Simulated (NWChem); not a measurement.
**One shape, several levels: doublet CH3Br+**

We compute a comparison of 3 runs (UB3LYP/cc-pVTZ, UM06-L/cc-pVTZ, UPBE0/cc-pVTZ) of doublet CH3Br+. 

The results are computed with NWChem 7.3.0.

### 1 The system as given

CH3Br+: 5 atoms, total charge +1, spin state doublet. SMILES of the parent species: `CBr`. Geometry: relaxed at PBE0-D4/def2-TZVP. That shape belongs to the parent species and isn't relaxed for this state.

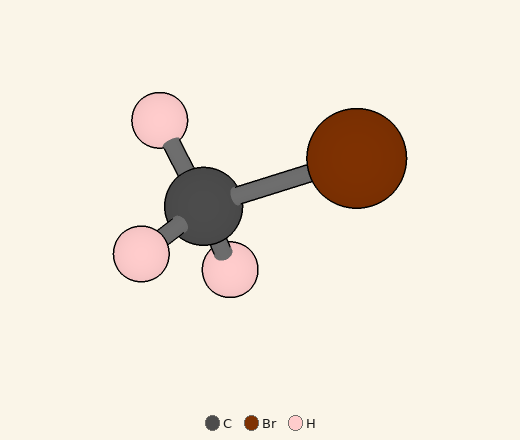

The structure, seen from a chosen angle (carbon dark grey, bromine brown, hydrogen pink).

### 2 A single-point energy at UB3LYP/cc-pVTZ (run 1)

calc.nw reads:

```
START calc
TITLE "CH3Br"
memory 2200 mb
charge 1

GEOMETRY noautosym nocenter noautoz
  C    -0.106300    0.123600    0.088400
  Br    1.001100   -1.164400   -0.833200
  H     0.516500    0.973700    0.351300
  H    -0.506300   -0.354100    0.978000
  H    -0.905000    0.421200   -0.584500
END

BASIS spherical bse
  C library cc-pVTZ
  Br library cc-pVTZ
  H library cc-pVTZ
END

DFT
  xc b3lyp
  mult 2
  grid fine
  convergence energy 1e-08
  maxiter 100
  mulliken
  print low
END

TASK dft energy
```

Started as:

```
$ nwchem calc.nw > calc.out
```

Output:

```text
[...]
 d= 0,ls=0.0,diis     1  -2613.2182805226 -2.70D+03  9.30D-03  2.34D+00    16.5
[...]
 d= 0,ls=0.0,diis    12  -2613.7706644798 -2.75D-09  6.23D-08  3.19D-11   121.2
[...]
         Total DFT energy =    -2613.770664479805
      One electron energy =    -3799.071066933931
           Coulomb energy =     1193.409401186778
    Exchange-Corr. energy =      -97.568748426236
 Nuclear repulsion energy =       89.459749693584
[...]
      Total Density - Mulliken Population Analysis
     ---------------------------------------------
    Atom       Charge   Shell Charges
 -----------   ------   -------------------------------------------------------
    1 C    6     6.18   1.96  0.19  0.81  0.34  0.86  1.45  0.52  0.01  0.04  0.00
    2 Br  35    34.37   2.00  2.01  1.90  0.49  1.17  0.41  6.00  5.82  1.21  2.60  0.71  9.65  0.37  0.05  0.01
    3 H    1     0.81   0.26  0.45  0.05  0.01  0.03  0.00
    4 H    1     0.81   0.27  0.46  0.05  0.01  0.03  0.00
    5 H    1     0.82   0.27  0.46  0.05  0.01  0.02  0.00
[...]
      <S2> =      0.7527 (Exact =     0.7500)
[...]
```

Run time: 2 min. Hardware: 1 thread of AMD EPYC 9R14 (Zen 4), shared host; peak memory 0.13 GiB.

### 3 The energy at UM06-L/cc-pVTZ (run 2)

run.py reads:

```python
from ase import Atoms
from ase.calculators.nwchem import NWChem

system = Atoms('CBrHHH', positions=[
    [-0.106300, 0.123600, 0.088400],
    [1.001100, -1.164400, -0.833200],
    [0.516500, 0.973700, 0.351300],
    [-0.506300, -0.354100, 0.978000],
    [-0.905000, 0.421200, -0.584500],
])

calc = NWChem(
    label='ch3br',
    theory='dft',
    memory='2200 mb',
    basis='cc-pVTZ',
    basispar='spherical bse',
    charge=1,
    dft={'xc': 'm06-l', 'mult': '2', 'grid': 'fine', 'convergence': 'energy 1e-08', 'iterations': '100', 'mulliken': None},
    task='energy',
)
system.calc = calc

print("Total energy (eV):", round(system.get_potential_energy(), 6))
```

Started as:

```
$ export ASE_NWCHEM_COMMAND="nwchem PREFIX.nwi > PREFIX.nwo"
$ python run.py
```

Output:

```text
Total energy (eV): -71120.865985
```

The calculator wrote ch3br.nwi:

```
title "ch3br"

permanent_dir ch3br

scratch_dir ch3br

start ch3br

geometry units angstrom nocenter noautosym noautoz
  C  -1.0630000000000001e-01 1.2360000000000000e-01 8.8400000000000006e-02
  Br 1.0011000000000001e+00 -1.1644000000000001e+00 -8.3320000000000005e-01
  H  5.1649999999999996e-01 9.7370000000000001e-01 3.5130000000000000e-01
  H  -5.0629999999999997e-01 -3.5410000000000003e-01 9.7799999999999998e-01
  H  -9.0500000000000003e-01 4.2120000000000002e-01 -5.8450000000000002e-01
end

charge 1

memory 2200 mb

basis spherical bse noprint
   * library cc-pVTZ
end

dft
  xc m06-l
  mult 2
  grid fine
  convergence energy 1e-08
  iterations 100
  mulliken
end

task dft energy
```

ch3br.nwo:

```text
Northwest Computational Chemistry Package (NWChem) 7.3.0
             --------------------------------------------------------

           Job information
           ---------------

    nwchem branch   = 7.3.0
    use scalapack   = T
    input           = ch3br.nwi
    prefix          = ch3br.
    data base       = ch3br/ch3br.db
    status          = startup
    nproc           =        1

           Memory information
           ------------------

    heap     =     72089596 doubles =      550.0 Mbytes
    stack    =     72089601 doubles =      550.0 Mbytes
    global   =    144179200 doubles =     1100.0 Mbytes (distinct from heap & stack)
    total    =    288358397 doubles =     2200.0 Mbytes
    verify   = yes
    hardfail = no

           Directory information
           ---------------------

  0 permanent = ch3br
  0 scratch   = ch3br

                                NWChem Input Module
                                -------------------

                                       ch3br
                                       -----

[... 25 lines left out ...]
            Nuclear Dipole moment (a.u.)
[... 60 lines left out ...]
  convergence criterion.
[... 16 lines left out ...]
          Convergence on density requested:  1.00D-05
[... 20 lines left out ...]
          Spatial weights used:  Erf1
[... 3 lines left out ...]
          Convergence aids based upon iterative change in
[... 84 lines left out ...]
         Total DFT energy =    -2613.643638779992
[... 1 line left out ...]
           Coulomb energy =     1193.985376334038
[... 1 line left out ...]
 Nuclear repulsion energy =       89.459749693584
[... 824 lines left out ...]
                     DFT Final Beta Molecular Orbital Analysis
[... 908 lines left out ...]
   alpha    101    102    103    104    105    106    107    108    109    110
    beta    101    102    103    105    104    106    108    107    109    111
 overlap   0.862  1.000  0.999  0.998  1.000  0.985  0.983  0.998  0.992  0.998

   alpha    111    112    113    114    115
    beta    110    112    114    113    115
 overlap   0.995  0.999  1.000  1.000  1.000

     --------------------------
     Expectation value of S2:
     --------------------------
      <S2> =      0.7546 (Exact =     0.7500)

 center of mass
 --------------
 x =   1.54910212 y =  -1.80180123 z =  -1.28930938

 moments of inertia (a.u.)
 ------------------
         129.623084706196          67.155801789605          48.053005493166
          67.155801789605         109.253110499724         -55.889973293262
          48.053005493166         -55.889973293262         147.371243116570

     Multipole analysis of the density
     ---------------------------------

     L   x y z        total         alpha         beta         nuclear
     -   - - -        -----         -----         ----         -------
     0   0 0 0      1.000000    -22.000000    -21.000000     44.000000

     1   1 0 0      0.906653    -32.023057    -30.387260     63.316970
[... 8 lines of this table left out ...]
     2   0 0 2    -13.632753    -54.912483    -50.733033     92.012763

 Task  times  cpu:      277.6s     wall:      277.6s
 Total times  cpu:      277.7s     wall:      277.7s
```

It took 4.6 min on 1 thread of AMD EPYC 9R14 (Zen 4), shared host; peak memory 0.13 GiB.

### 4 The energy at UPBE0/cc-pVTZ (run 3)

m1.xyz reads:

```xyz
5

C     -0.106300     0.123600     0.088400
Br     1.001100    -1.164400    -0.833200
H      0.516500     0.973700     0.351300
H     -0.506300    -0.354100     0.978000
H     -0.905000     0.421200    -0.584500
```

m1.nw reads:

```
start m1
memory stack 880 mb heap 220 mb global 1100 mb
charge 1

geometry noautosym nocenter noautoz
   load format xyz m1.xyz
end

basis spherical bse
   * library cc-pVTZ
end

dft
   xc pbe0
   mult 2
   grid fine
   convergence energy 1e-08
   iterations 100
   mulliken
end

task dft
```

Started as:

```
$ nwchem m1.nw > m1.out
```

Output:

```text
[...]
          Wavefunction type:  spin polarized.
          No. of atoms     :     5
          No. of electrons :    43
[...]
          Charge           :     1
          Spin multiplicity:     2
[...]
          AO basis - number of functions:   115
[...]
              XC Information
              --------------
                         PBE0 Method XC Functional
                     Hartree-Fock (Exact) Exchange  0.250
          PerdewBurkeErnzerhof Exchange Functional  0.750
            Perdew 1991 LDA Correlation Functional  1.000 local
           PerdewBurkeErnz. Correlation Functional  1.000 non-local
[...]
 d= 0,ls=0.0,diis     1  -2612.8434465109 -2.70D+03  8.92D-03  2.27D+00    16.4
[...]
 d= 0,ls=0.0,diis    12  -2613.3896522555 -2.10D-09  1.13D-07  5.77D-11   122.3
[...]
         Total DFT energy =    -2613.389652255466
      One electron energy =    -3799.191030423308
           Coulomb energy =     1193.540024874547
    Exchange-Corr. energy =      -97.198396400288
 Nuclear repulsion energy =       89.459749693584
[...]
      Total Density - Mulliken Population Analysis
     ---------------------------------------------
    Atom       Charge   Shell Charges
 -----------   ------   -------------------------------------------------------
    1 C    6     6.18   1.96  0.18  0.81  0.31  0.83  1.51  0.51  0.01  0.05  0.00
    2 Br  35    34.38   2.00  2.01  1.90  0.46  1.19  0.41  6.00  5.82  1.17  2.67  0.67  9.65  0.36  0.05  0.01
    3 H    1     0.81   0.26  0.46  0.05  0.01  0.03  0.00
    4 H    1     0.81   0.26  0.46  0.05  0.01  0.03  0.00
    5 H    1     0.82   0.26  0.47  0.05  0.01  0.03  0.00
[...]
      <S2> =      0.7537 (Exact =     0.7500)
[...]
```

It took 2.1 min on 1 thread of AMD EPYC 9R14 (Zen 4), shared host; peak memory 0.13 GiB.

### 5 All runs side by side

```tsv
run	level	energy (Eh)	⟨S²⟩	wall time
1	UB3LYP/cc-pVTZ	-2613.770664	0.753	2 min
2	UM06-L/cc-pVTZ	-2613.643639	0.755	4.6 min
3	UPBE0/cc-pVTZ	-2613.389652	0.754	2.1 min
```

### 6 Summary of results

| quantity | value |
| --- | --- |
| run 3: total energy | -2613.38965 Eh |
| run 3: HOMO energy (highest over α and β) | -15.81 eV |
| run 3: LUMO energy (lowest over α and β) | -13.16 eV |
| run 3: ⟨S²⟩ | 0.754 |

**Reading.** Totals of different functionals can't be ranked against each other. All runs together took 8.7 min, the longest 4.6 min.
